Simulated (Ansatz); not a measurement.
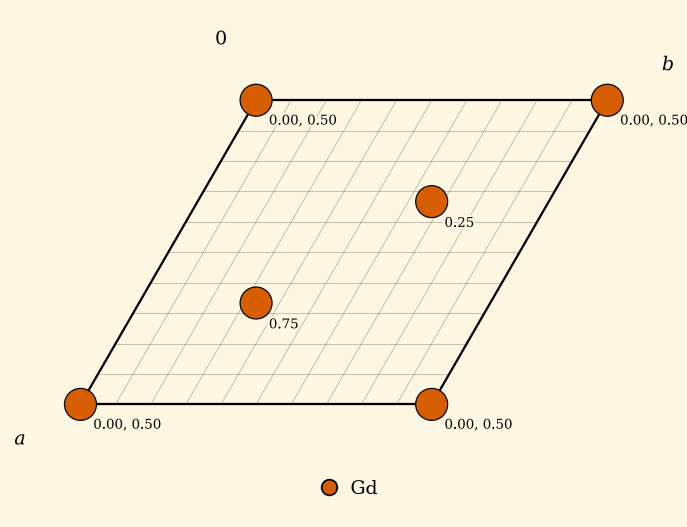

Plan of a unit cell projected along c (a down the page, b across); the numbers are heights as fractions of c, and atoms on the cell's edges are repeated. The grid marks tenths of a and b. Source: the end point of a relaxation at fixed volume with DFT PBE, scalar-relativistic, plane waves, PAW in Ansatz 0.2.0; the starting structure was generated, so it need not be a known form of this composition. Geometry calculated from the standardised cell; symmetry tolerance 0.002 Å.

a = 3.608 Å, b = 3.608 Å, c = 11.667 Å, α = 90.00°, β = 90.00°, γ = 120.00°.

Question: What does the cell contain?

Answer: 4 Gd: Gd, Z = 4.

Question: Which space group?

Answer: No. 194, P6_3/mmc, primitive hexagonal.

Question: Give the independent sites, coordinates to two places.

Answer:
```csv
atom,site,symmetry,x,y,z
Gd,2a,-3m.,0.00,0.00,0.00
Gd,2c,-6m2,0.33,0.67,0.25
```
